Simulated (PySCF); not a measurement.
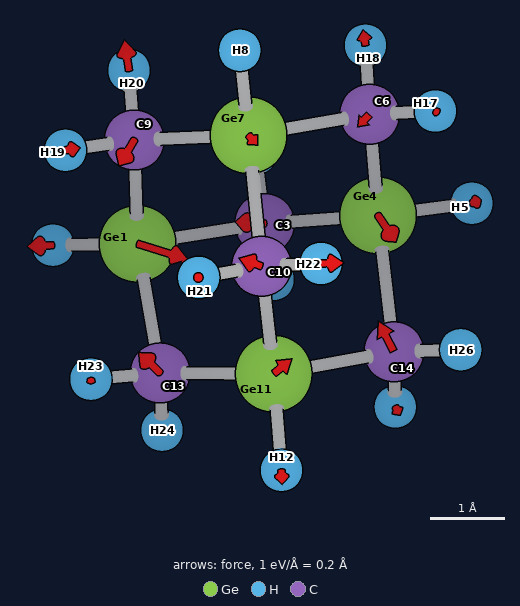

Starting geometry of C6H16Ge4 with the computed forces as red arrows. Style: ball-and-stick. Shown from a free direction.

The start comes from GFN2-xTB. Its atoms were then displaced at random by about 0.03 Å.

Computed with PBE0-D3(BJ)/def2-SVP geometry optimisation, gas phase in PySCF 2.14.0, density-fitted response routines. 

Question: What follows when this structure is relaxed?

Answer: It isn't relaxed: the largest force vector, on a Ge atom, is 4.08 eV/Å. The final displacements follow the starting forces only in part (cosine between the two patterns 0.71). The atom that moves furthest after the best rigid fit is a Ge atom (0.10 Å). By element the largest moves are Ge 0.10 Å, H 0.08 Å, C 0.08 Å. Some distances before and after: C–Ge 2.115 → 1.962 Å, Ge–H 1.434 → 1.550 Å, C–Ge 2.061 → 1.962 Å, C–Ge 1.866 → 1.962 Å. Bond angles that change, for instance: Ge–C–H 101.2° → 109.2°, H–C–H 114.3° → 107.1°, H–C–H 100.7° → 107.1°. Over 6 geometry steps the energy falls by 0.987 eV.
